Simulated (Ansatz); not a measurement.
Bands of a (6,6) ZnO nanotube, along its axis.

Computed with PBE (plane waves to 420 eV, PAW; Ansatz, a program for electronic structure). Mesh 1×1×10. No spin polarisation. Periodic along z alone, with about 11 Å of vacuum beside it. A hypothetical model, rolled from the flat sheet. Only distortions within the start's symmetry and period were free.

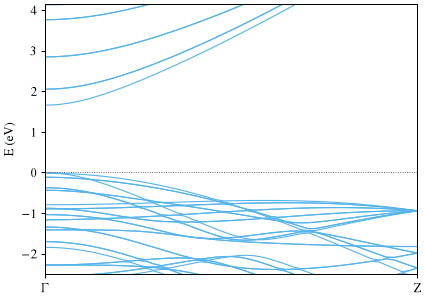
Bands from the zone centre to the zone edge (period 3.28 Å); the dotted line marks the highest filled level

Q: Is it a metal or a semiconductor at this level? Give what the bands show.

A: A semiconductor in PBE.
```
Quantity                 Value
--------  --------------------
PBE gap   1.66 eV, direct at Γ
```
